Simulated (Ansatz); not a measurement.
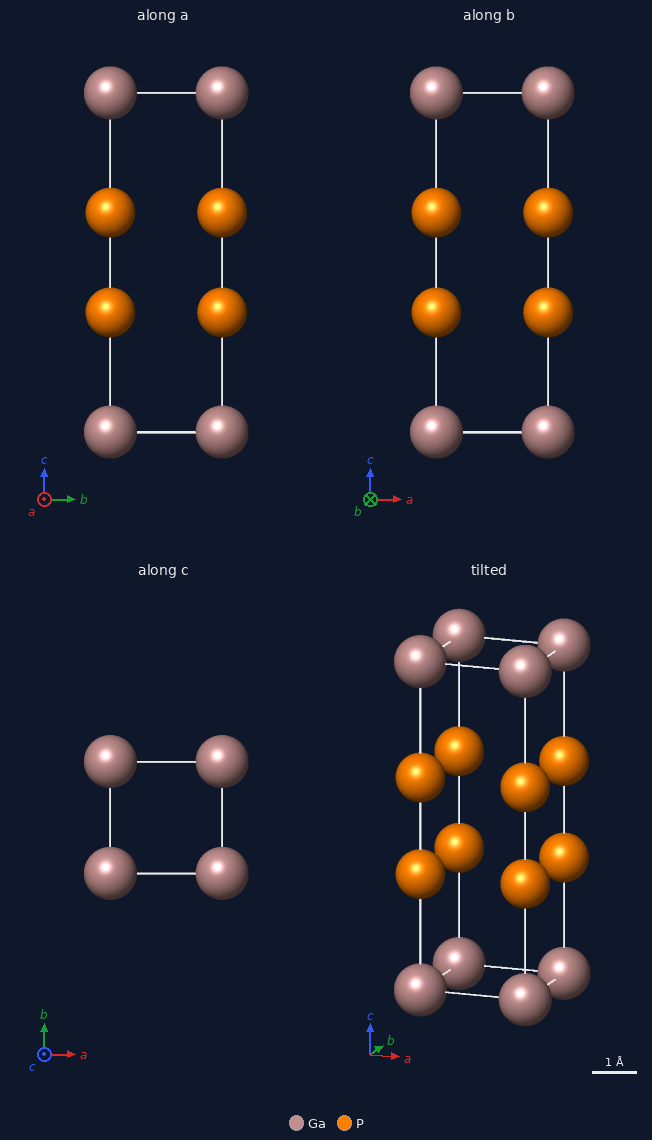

Crystal structure, spheres-only style, seen along the a axis, along the b axis, along the c axis and slightly off an axis. The frame is the conventional unit cell; atoms at its boundary are shown with their periodic copies.

Lattice parameters: a = 2.557 Å, b = 2.557 Å, c = 7.760 Å, α = 90.00°, β = 90.00°, γ = 90.00°.

Q: Express the structure as a table of Wyckoff sites, with free fractional coordinates to two decimals.

A: Space group P4/mmm (No. 123).
```
atom  site     x     y     z
  Ga    1a  0.00  0.00  0.00
   P    2g  0.00  0.00  0.35
```

Provenance: a random cell made by a generator, so it need not be a real form of the compound. It was relaxed with DFT PBE, scalar-relativistic, plane waves, PAW (Ansatz 0.2.0).
